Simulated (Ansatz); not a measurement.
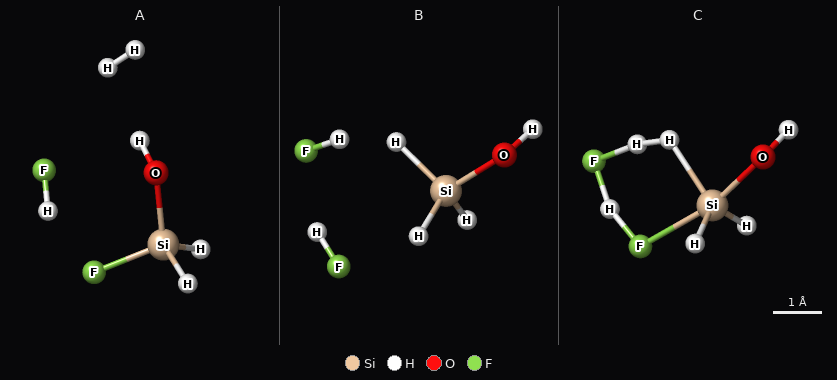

Three geometries of SiH₆OF₂: a saddle point and the two minima that it joins, in shuffled order. A ball-and-stick model, seen at a tilt. Sticks join atoms that are closer than about 1.2 times the sum of their covalent radii (a little more with hydrogen).

Stationary points at PBE0-D4/def2-TZVP, single-point energies with B2PLYP, PBE0-D4, CCSD(T), r2SCAN-D4, BHLYP-D4, SPW92 (LDA) (def2-TZVPP where no basis is named; Ansatz 0.2.0). The energies are electronic, without zero-point or thermal terms, and both ends are the minima reached downhill from the saddle, with any fragments still in contact.

> Which frame is the transition state, what reaction does it lead through, and what barrier is to be expected?

Frame C is the saddle point. Counted by bonded pieces, B holds HF + HF + SiH₄O and A holds HF + H₂ + SiH₃OF. From B over the saddle to A, bonds form: F–Si (3.07 → 1.93 → 1.62 Å), H–H (1.57 → 0.92 → 0.75 Å), F–H (1.74 → 1.11 → 0.93 Å). Bonds break: H–Si (1.51 → 1.68 → 4.27 Å), F–H (0.93 → 1.16 → 1.80 Å), F–H (0.94 → 1.25 → 2.56 Å). The saddle has one imaginary mode, 1009i cm⁻¹. With B2PLYP the barrier is 27.2 kcal/mol from B and 58.8 kcal/mol from A, and A lies 31.6 kcal/mol below B.

```tsv
level	barrier from B (kcal/mol)	barrier from A (kcal/mol)	A less B (kcal/mol)
B2PLYP	27.2	58.8	−31.6
PBE0-D4	23.6	52.4	−28.8
CCSD(T)	29.6	60.5	−30.9
r2SCAN-D4	20.1	51.7	−31.6
BHLYP-D4	31.5	63.6	−32.1
SPW92 (LDA)	6.8	33.3	−26.5
```
